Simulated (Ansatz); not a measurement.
**Pressure series in YAl3**

Base system: YAl3 (space group R-3m, No. 166; a = 6.123 Å, c = 21.050 Å (hexagonal axes); a cell from a computed database, its experimental status unchecked).

Cell and atoms are relaxed at each pressure.

The values are results of Ansatz (an electronic-structure program), PBEsol, PAW, cutoff 420 eV, spin-orbit coupling left out, not measurements.

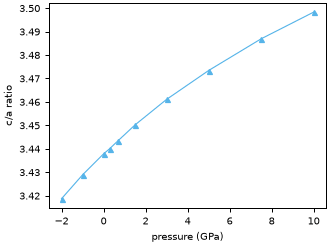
c/a ratio against pressure

| pressure (GPa) | c/a ratio |
|---|---|
| -2 | 3.419 |
| -1 | 3.429 |
| 0.3 | 3.440 |
| 0.7 | 3.444 |
| 1.5 | 3.450 |
| 3 | 3.461 |
| 5 | 3.473 |
| 7.5 | 3.487 |
| 10 | 3.498 |

Load acts through the strain it causes; cell and atoms are relaxed under it. Whether these cells are dynamically stable was not tested. No other phases were tried under pressure. The final runs are not spin-polarised.
